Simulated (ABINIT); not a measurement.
# TiO2 (Anatase): G0W0 in ABINIT against the plane-wave cutoff, part 2 of 2

Wanted: the cheapest plane-wave cutoff that holds the gap of TiO2 (Anatase).

ABINIT 10.8.3; PBE and many-body steps on it, plane waves. Known limits of the many-body steps: not at the basis limit.

So far. Step 5 (Empty states on the mesh, 4×4×4 mesh, 69 bands): On this mesh the gap is 2.189 eV. Step 6 (Screening, 4×4×4 mesh, 63 bands, screening to 106.1 eV): Local fields lower ε∞ by 4 %.

**8. Screening, 4×4×4 mesh, 63 bands, screening to 106.1 eV**

This step: RPA screening on PBE, plane waves, norm-conserving pseudopotentials.

The input, run.abi:

```
acell 3*1.0 Angstrom
rprim 
  -1.892100000000 1.892100000000 4.757300000000
  1.892100000000 -1.892100000000 4.757300000000
  1.892100000000 1.892100000000 -4.757300000000
ntypat 2
znucl 22 8
natom 6
typat 1 1 2 2 2 2
xred 
  0.000000000000 0.000000000000 -0.000000000000
  0.750000000000 0.250000000000 0.500000000000
  0.208100000000 0.208100000000 -0.000000000000
  0.958100000000 0.458100000000 0.500000000000
  0.541900000000 0.041900000000 0.500000000000
  0.791900000000 0.791900000000 -0.000000000000
pp_dirpath "pseudos"
pseudos "Ti.upf, O.upf"
ecut 30
ngkpt 4 4 4
nshiftk 1
shiftk 0 0 0
kptopt 1
chksymbreak 0
istwfk *1
occopt 1
irdwfk 1
optdriver 3
nband 63
ecuteps 3.9
inclvkb 2
awtr 1
symchi 1
indata_prefix "in"
outdata_prefix "out"
tmpdata_prefix "tmp"
```

Started as:

```console
$ OMP_NUM_THREADS=1 mpirun -n 8 abinit run.abi > log
```

Numbers of over 12 decimals in the logs are rounded to 6 here.

The log of the run:

```text
.Version 10.8.3 of ABINIT. v10.8.2 released Aug 2026.

 Symmetries : space group I4_1/a m d (#141); Bravais tI (body-center tetrag.)
[... echo of the input left out ...]
== DATASET  1 ==================================================================
-   mpi_nproc: 8, omp_nthreads: 1 (-1 if OMP is not activated)

--- !DatasetInfo
iteration_state: {dtset: 1, }
dimensions: {natom: 6, nkpt: 13, mband: 63, nsppol: 1, nspinor: 1, nspden: 1, mpw: 3646, }
cutoff_energies: {ecut:  30.0, pawecutdg:  -1.0, }
electrons: {nelect:   4.80000000E+01, charge:   0.00000000E+00, occopt:   1.00000000E+00, tsmear:   1.00000000E-02, }

 SCREENING: Calculation of the susceptibility and dielectric matrices

 Based on a program developped by R.W. Godby, V. Olevano, G. Onida, and L. Reining.
 Incorporated in ABINIT by V. Olevano, G.-M. Rignanese, and M. Torrent.
.Using double precision arithmetic ; gwpc =  8

[... cell and pseudopotentials left out ...]
--------------------------------------------------------------------------------

 ==== K-mesh for the wavefunctions ====
 Number of points in the irreducible wedge :    13
[... list of points left out ...]
 Together with 16 symmetry operations and time-reversal symmetry
 yields    64 points in the full Brillouin Zone.

 ==== Q-mesh for the screening function ====
 Number of points in the irreducible wedge :    13
[... list of points left out ...]
 Together with 16 symmetry operations and time-reversal symmetry
 yields    64 points in the full Brillouin Zone.

 setmesh: FFT mesh size selected  =    72x   72x   72
          total number of points  =       373248

 vcoul_init : cutoff-mode = AUXILIARY_FUNCTION
 q-points for optical limit:   1
     1)      0.000010    0.000020    0.000030

- screening: taking advantage of time-reversal symmetry
- Maximum band index for partially occupied states nbvw = 24
- Remaining bands to be divided among processors   nbcw = 39
- Number of bands treated by each node ~4

 Number of electrons calculated from density =   48.0000; Expected =   48.0000
 average of density, n =  0.104409
 r_s =    1.3174
 omega_plasma =   31.1690 [eV]

 calculating chi0 at frequencies [eV] :
  1    0.000000E+00    0.000000E+00
  2    0.000000E+00    3.116905E+01

--------------------------------------------------------------------------------
  q-point number  1        q = ( 0.000000, 0.000000, 0.000000) [r.l.u.]
--------------------------------------------------------------------------------
[... chi0 elements left out ...]
 For q-point:  0.000010 0.000020 0.000030
  dielectric constant =   6.6917
  dielectric constant without local fields =   6.9485

  Average fulfillment of the sum rule on Im[epsilon] for q-point    1 :     34.38  [%]
[... wings left out ...]
  q-point number  2        q = ( 0.250000, 0.000000, 0.000000) [r.l.u.]
--------------------------------------------------------------------------------
[... chi0 elements left out ...]
  Average fulfillment of the sum rule on Im[epsilon] for q-point    2 :     49.16  [%]

 [... 11 further q-points ...]
```

The job ended after 6.8 min (8 MPI ranks of Arm Neoverse V1, shared host; peak memory 19 GiB).

This step gave:

* ε∞ with local fields, on this mesh, along the program's q direction: 6.692
* the same without local fields: 6.949
* plasma frequency: 31.17 eV
* plane waves in the screening matrix: 171

**9. 30 Ha**

The self-energy is evaluated for the states that the input lists, and the levels follow from it, in one-shot runs by the linearised quasiparticle equation.

This step: G0W0 on PBE, plane waves, norm-conserving pseudopotentials.

Changes to run.abi since step 8:

```diff
@@ -27,8 +27,19 @@
 irdwfk 1
-optdriver 3
+optdriver 4
 nband 63
+gwcalctyp 0
+ecutsigx 30
+symsigma 1
+nkptgw 3
+kptgw 
+  0.5000000000 0.5000000000 0.0000000000
+  0.0000000000 0.0000000000 0.0000000000
+  -0.2500000000 -0.2500000000 0.2500000000
+bdgw 
+  23 26
+  23 26
+  23 26
 ecuteps 3.9
-inclvkb 2
-awtr 1
-symchi 1
+irdscr 1
+ppmodel 1
 indata_prefix "in"
```

The log of the run:

```text
.Version 10.8.3 of ABINIT. v10.8.2 released Aug 2026.

 Symmetries : space group I4_1/a m d (#141); Bravais tI (body-center tetrag.)
[... echo of the input left out ...]
== DATASET  1 ==================================================================
-   mpi_nproc: 8, omp_nthreads: 1 (-1 if OMP is not activated)

--- !DatasetInfo
iteration_state: {dtset: 1, }
dimensions: {natom: 6, nkpt: 13, mband: 63, nsppol: 1, nspinor: 1, nspden: 1, mpw: 3646, }
cutoff_energies: {ecut:  30.0, pawecutdg:  -1.0, }
electrons: {nelect:   4.80000000E+01, charge:   0.00000000E+00, occopt:   1.00000000E+00, tsmear:   1.00000000E-02, }

 SIGMA: Calculation of the GW corrections

 Based on a program developped by R.W. Godby, V. Olevano, G. Onida, and L. Reining.
 Incorporated in ABINIT by V. Olevano, G.-M. Rignanese, and M. Torrent.
.Using double precision arithmetic ; gwpc =  8

[... cell and pseudopotentials left out ...]
--------------------------------------------------------------------------------

 ==== K-mesh for the wavefunctions ====
 Number of points in the irreducible wedge :    13
[... list of points left out ...]
 Together with 16 symmetry operations and time-reversal symmetry
 yields    64 points in the full Brillouin Zone.

 ==== Q-mesh for screening function ====
 Number of points in the irreducible wedge :    13
[... list of points left out ...]
 Together with 16 symmetry operations and time-reversal symmetry
 yields    64 points in the full Brillouin Zone.

 vcoul_init : cutoff-mode = AUXILIARY_FUNCTION
 q-points for optical limit:   1
     1)      0.000010    0.000020    0.000030
 setmesh: FFT mesh size selected  =    72x   72x   72
          total number of points  =       373248

 Number of electrons calculated from density =   48.0000; Expected =   48.0000
[...]
number of plane-waves for wavefunctions          3599
 number of bands                                    63
 number of q-points in IBZ                          13
 number of frequencies                               2
 number of real frequencies                          1
 number of imag frequencies                          1

 matrix elements of self-energy operator (all in [eV])

 Perturbative Calculation

--- !SelfEnergy_ee
iteration_state: {dtset: 1, }
kpoint     : [   0.500,    0.500,    0.000, ]
spin       : 1
KS_gap     :    3.452
QP_gap     :    5.264
Delta_QP_KS:    1.812
data: !SigmaeeData |
     Band     E0 <VxcDFT>   SigX SigC(E0)      Z dSigC/dE  Sig(E)    E-E0       E
       23   4.099 -20.075 -24.784   5.283   0.761  -0.314 -19.639   0.437   4.536
       24   4.099 -20.075 -24.784   5.283   0.761  -0.314 -19.639   0.437   4.536
       25   7.551 -20.962 -12.411  -5.613   0.766  -0.306 -18.713   2.249   9.800
[...]
--- !SelfEnergy_ee
iteration_state: {dtset: 1, }
kpoint     : [   0.000,    0.000,    0.000, ]
spin       : 1
KS_gap     :    2.627
QP_gap     :    4.273
Delta_QP_KS:    1.646
data: !SigmaeeData |
     Band     E0 <VxcDFT>   SigX SigC(E0)      Z dSigC/dE  Sig(E)    E-E0       E
[...]
--- !SelfEnergy_ee
iteration_state: {dtset: 1, }
kpoint     : [  -0.250,   -0.250,    0.250, ]
spin       : 1
KS_gap     :    2.505
QP_gap     :    4.088
Delta_QP_KS:    1.583
data: !SigmaeeData |
     Band     E0 <VxcDFT>   SigX SigC(E0)      Z dSigC/dE  Sig(E)    E-E0       E
[...]
25   6.404 -19.446 -11.791  -5.071   0.780  -0.282 -17.430   2.016   8.420
       26   6.938 -20.264 -11.987  -5.497   0.772  -0.296 -18.119   2.145   9.083

== END DATASET(S) ==============================================================
================================================================================

 -outvars: echo values of variables after computation  --------
           etotal      0.0000000000E+00
            nband          63
             nkpt          13
          spgroup         141
 [... the other variables as echoed above ...]

 Calculation completed.
```

Wall time 19 s (8 MPI ranks); peak memory 7.1 GiB.

Numbers from this step:

* G0W0 gap on the points computed: 3.753 eV
* starting gap on the mesh: 2.198 eV
* k of the valence top: 0.5, 0.5, 0
* k of the conduction bottom: 0, 0, 0
* Z at the valence top: 0.761
* Z at the conduction bottom: 0.782
* least direct G0W0 gap on the computed points: 4.088 eV

The gap on the mesh goes from 2.20 eV to 3.75 eV, a correction of +1.55 eV.

**10. Screening, 4×4×4 mesh, 63 bands, screening to 106.1 eV**

This step: RPA screening on PBE, plane waves, norm-conserving pseudopotentials.

Changes to run.abi since step 9:

```diff
@@ -18,3 +18,3 @@
 pseudos "Ti.upf, O.upf"
-ecut 30
+ecut 38
 ngkpt 4 4 4
@@ -27,19 +27,8 @@
 irdwfk 1
-optdriver 4
+optdriver 3
 nband 63
-gwcalctyp 0
-ecutsigx 30
-symsigma 1
-nkptgw 3
-kptgw 
-  0.5000000000 0.5000000000 0.0000000000
-  0.0000000000 0.0000000000 0.0000000000
-  -0.2500000000 -0.2500000000 0.2500000000
-bdgw 
-  23 26
-  23 26
-  23 26
 ecuteps 3.9
-irdscr 1
-ppmodel 1
+inclvkb 2
+awtr 1
+symchi 1
 indata_prefix "in"
```

The log of the run:

```text
.Version 10.8.3 of ABINIT. v10.8.2 released Aug 2026.

 Symmetries : space group I4_1/a m d (#141); Bravais tI (body-center tetrag.)
[... echo of the input left out ...]
== DATASET  1 ==================================================================
-   mpi_nproc: 8, omp_nthreads: 1 (-1 if OMP is not activated)

--- !DatasetInfo
iteration_state: {dtset: 1, }
dimensions: {natom: 6, nkpt: 13, mband: 63, nsppol: 1, nspinor: 1, nspden: 1, mpw: 5174, }
cutoff_energies: {ecut:  38.0, pawecutdg:  -1.0, }
[...]
--------------------------------------------------------------------------------
[... chi0 elements left out ...]
 For q-point:  0.000010 0.000020 0.000030
  dielectric constant =   6.7257
  dielectric constant without local fields =   6.9828

  Average fulfillment of the sum rule on Im[epsilon] for q-point    1 :     34.30  [%]
[... wings left out ...]
  q-point number  2        q = ( 0.250000, 0.000000, 0.000000) [r.l.u.]
--------------------------------------------------------------------------------
[... chi0 elements left out ...]
  Average fulfillment of the sum rule on Im[epsilon] for q-point    2 :     49.05  [%]

 [... 11 further q-points ...]
```

It took 7.1 min on 8 MPI ranks; peak memory 19 GiB.

This step gave:

- ε∞ with local fields, on this mesh, along the program's q direction: 6.726
- the same without local fields: 6.983
- plasma frequency: 31.17 eV
- plane waves in the screening matrix: 171

**11. 38 Ha**

This step: G0W0 on PBE, plane waves, norm-conserving pseudopotentials.

Changes to run.abi since step 10:

```diff
@@ -27,8 +27,19 @@
 irdwfk 1
-optdriver 3
+optdriver 4
 nband 63
+gwcalctyp 0
+ecutsigx 38
+symsigma 1
+nkptgw 3
+kptgw 
+  0.5000000000 0.5000000000 0.0000000000
+  0.0000000000 0.0000000000 0.0000000000
+  -0.2500000000 -0.2500000000 0.2500000000
+bdgw 
+  23 26
+  23 26
+  23 26
 ecuteps 3.9
-inclvkb 2
-awtr 1
-symchi 1
+irdscr 1
+ppmodel 1
 indata_prefix "in"
```

The log of the run:

```text
.Version 10.8.3 of ABINIT. v10.8.2 released Aug 2026.

 Symmetries : space group I4_1/a m d (#141); Bravais tI (body-center tetrag.)
[... echo of the input left out ...]
== DATASET  1 ==================================================================
-   mpi_nproc: 8, omp_nthreads: 1 (-1 if OMP is not activated)

--- !DatasetInfo
iteration_state: {dtset: 1, }
dimensions: {natom: 6, nkpt: 13, mband: 63, nsppol: 1, nspinor: 1, nspden: 1, mpw: 5174, }
cutoff_energies: {ecut:  38.0, pawecutdg:  -1.0, }
[...]
Band     E0 <VxcDFT>   SigX SigC(E0)      Z dSigC/dE  Sig(E)    E-E0       E
[...]
25   6.385 -19.488 -11.831  -5.090   0.779  -0.283 -17.489   2.000   8.384
       26   6.912 -20.310 -12.031  -5.518   0.771  -0.297 -18.181   2.129   9.040

== END DATASET(S) ==============================================================
================================================================================

 -outvars: echo values of variables after computation  --------
           etotal      0.0000000000E+00
            nband          63
             nkpt          13
          spgroup         141
 [... the other variables as echoed above ...]

 Calculation completed.
```

It took 18 s on 8 MPI ranks; peak memory 7.2 GiB; 2.3 min of CPU time.

Numbers from this step:

```yaml
g0w0_gap_on_the_points_computed: 3.728 eV
starting_gap_on_the_mesh: 2.189 eV
k_of_the_valence_top: 0.5, 0.5, 0
k_of_the_conduction_bottom: 0, 0, 0
least_direct_g0w0_gap_on_the_computed_points: 4.059 eV
```

Against the run before, the gap moves by −0.025 eV.

**12. Screening, 4×4×4 mesh, 63 bands, screening to 106.1 eV**

This step: RPA screening on PBE, plane waves, norm-conserving pseudopotentials.

Changes to run.abi since step 11:

```diff
@@ -18,3 +18,3 @@
 pseudos "Ti.upf, O.upf"
-ecut 38
+ecut 48
 ngkpt 4 4 4
@@ -27,19 +27,8 @@
 irdwfk 1
-optdriver 4
+optdriver 3
 nband 63
-gwcalctyp 0
-ecutsigx 38
-symsigma 1
-nkptgw 3
-kptgw 
-  0.5000000000 0.5000000000 0.0000000000
-  0.0000000000 0.0000000000 0.0000000000
-  -0.2500000000 -0.2500000000 0.2500000000
-bdgw 
-  23 26
-  23 26
-  23 26
 ecuteps 3.9
-irdscr 1
-ppmodel 1
+inclvkb 2
+awtr 1
+symchi 1
 indata_prefix "in"
```

The log of the run:

```text
.Version 10.8.3 of ABINIT. v10.8.2 released Aug 2026.

 Symmetries : space group I4_1/a m d (#141); Bravais tI (body-center tetrag.)
[... echo of the input left out ...]
== DATASET  1 ==================================================================
-   mpi_nproc: 8, omp_nthreads: 1 (-1 if OMP is not activated)

--- !DatasetInfo
iteration_state: {dtset: 1, }
dimensions: {natom: 6, nkpt: 13, mband: 63, nsppol: 1, nspinor: 1, nspden: 1, mpw: 7328, }
cutoff_energies: {ecut:  48.0, pawecutdg:  -1.0, }
[...]
--------------------------------------------------------------------------------
[... chi0 elements left out ...]
 For q-point:  0.000010 0.000020 0.000030
  dielectric constant =   6.7264
  dielectric constant without local fields =   6.9835

  Average fulfillment of the sum rule on Im[epsilon] for q-point    1 :     34.30  [%]
[... wings left out ...]
  q-point number  2        q = ( 0.250000, 0.000000, 0.000000) [r.l.u.]
--------------------------------------------------------------------------------
[... chi0 elements left out ...]
  Average fulfillment of the sum rule on Im[epsilon] for q-point    2 :     49.03  [%]

 [... 11 further q-points ...]
```

Wall time 7.1 min (8 MPI ranks); peak memory 19 GiB.

Numbers from this step:

```
ε∞ with local fields, on this mesh, along the program's q direction : 6.726
the same without local fields                                       : 6.984
plasma frequency                                                    : 31.17 eV
plane waves in the screening matrix                                 : 171
```

**13. 48 Ha**

This step: G0W0 on PBE, plane waves, norm-conserving pseudopotentials.

Changes to run.abi since step 12:

```diff
@@ -27,8 +27,19 @@
 irdwfk 1
-optdriver 3
+optdriver 4
 nband 63
+gwcalctyp 0
+ecutsigx 48
+symsigma 1
+nkptgw 3
+kptgw 
+  0.5000000000 0.5000000000 0.0000000000
+  0.0000000000 0.0000000000 0.0000000000
+  -0.2500000000 -0.2500000000 0.2500000000
+bdgw 
+  23 26
+  23 26
+  23 26
 ecuteps 3.9
-inclvkb 2
-awtr 1
-symchi 1
+irdscr 1
+ppmodel 1
 indata_prefix "in"
```

The log of the run:

```text
.Version 10.8.3 of ABINIT. v10.8.2 released Aug 2026.

 Symmetries : space group I4_1/a m d (#141); Bravais tI (body-center tetrag.)
[... echo of the input left out ...]
== DATASET  1 ==================================================================
-   mpi_nproc: 8, omp_nthreads: 1 (-1 if OMP is not activated)

--- !DatasetInfo
iteration_state: {dtset: 1, }
dimensions: {natom: 6, nkpt: 13, mband: 63, nsppol: 1, nspinor: 1, nspden: 1, mpw: 7328, }
cutoff_energies: {ecut:  48.0, pawecutdg:  -1.0, }
[...]
Band     E0 <VxcDFT>   SigX SigC(E0)      Z dSigC/dE  Sig(E)    E-E0       E
[...]
25   6.384 -19.489 -11.835  -5.091   0.779  -0.283 -17.492   1.996   8.381
       26   6.911 -20.310 -12.035  -5.519   0.771  -0.297 -18.186   2.125   9.036

== END DATASET(S) ==============================================================
================================================================================

 -outvars: echo values of variables after computation  --------
           etotal      0.0000000000E+00
            nband          63
             nkpt          13
          spgroup         141
 [... the other variables as echoed above ...]

 Calculation completed.
```

Run time: 21 s. Hardware: 8 MPI ranks; peak memory 7.3 GiB.

This step gave:

| Item | Value |
| --- | --- |
| G0W0 gap on the points computed | 3.725 eV |
| starting gap on the mesh | 2.189 eV |
| k of the valence top | 0.5, 0.5, 0 |
| k of the conduction bottom | 0, 0, 0 |
| least direct G0W0 gap on the computed points | 4.057 eV |

Against the run before, the gap moves by −0.003 eV.

**14. Side by side**

Times are wall times on 8 MPI ranks of Arm Neoverse V1, shared host, good to a factor of about two. A run's time includes the screening step that it read.

```csv
run,mesh,bands,screening cutoff (eV),DFT gap (eV),gap on the mesh (eV),direct (eV),ε∞ used,time
23 Ha,4×4×4,63,106.1,2.375,3.995,4.330,6.34,6.6 min
30 Ha,4×4×4,63,106.1,2.198,3.753,4.088,6.69,7.1 min
38 Ha,4×4×4,63,106.1,2.189,3.728,4.059,6.73,7.4 min
48 Ha,4×4×4,63,106.1,2.189,3.725,4.057,6.73,7.5 min
```

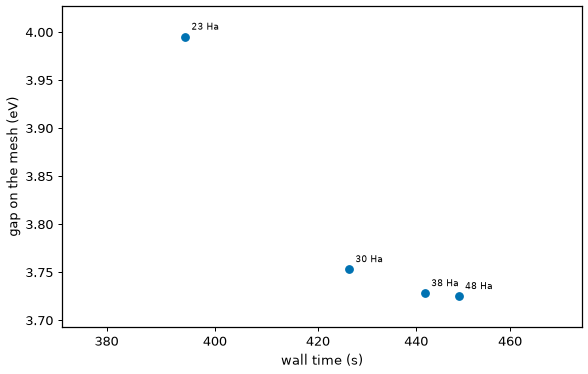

Result against wall time.

**15. Summary of results**

```
23 Ha        : 3.995 eV
30 Ha        : 3.753 eV
38 Ha        : 3.728 eV
48 Ha        : 3.725 eV
known limits : not at the basis limit
```

What this shows: The setting moved: plane-wave cutoff. From 23 Ha to 48 Ha the gap moves by −0.27 eV. It holds to 0.03 eV from 30 Ha on. Bands and screening cutoff are coupled, so a series along one setting does not show full convergence. Bands and cutoff are finite, so the gap is not at the basis limit. The miss can reach some tenths of an eV and take either sign; the mesh is an error of its own. In the G0W0 runs levels were corrected at 3 k points alone, so a gap called «on the mesh» is the least over those, and an edge elsewhere would be missed.

[Paths, hosts, dates, memory and timing lines, banners, echoed tables and standing remarks are left out of the program output.]

[Logs are printed without paths, hosts, clocks, repeated set-up lines and the standing remarks that a program may print on its own settings, such as how far it seeks lower states.]

[Runs of the session that timed out or met a known fault of the program may be left out.]

[Hosts, paths, dates, database ids (printed as entryN), source tags and the programs' standing remarks are cut or masked in the printed files.]

[G0W0 gaps are taken among the corrected bands and points alone; a level outside them can change the order at an edge.]

[Where Ansatz stands beside ABINIT at settings called matched, ABINIT's density can come from a denser mesh and the files from another edition; pairs whose starting gaps differed by over 0.03 eV were left out, so agreement reads better than it is.]
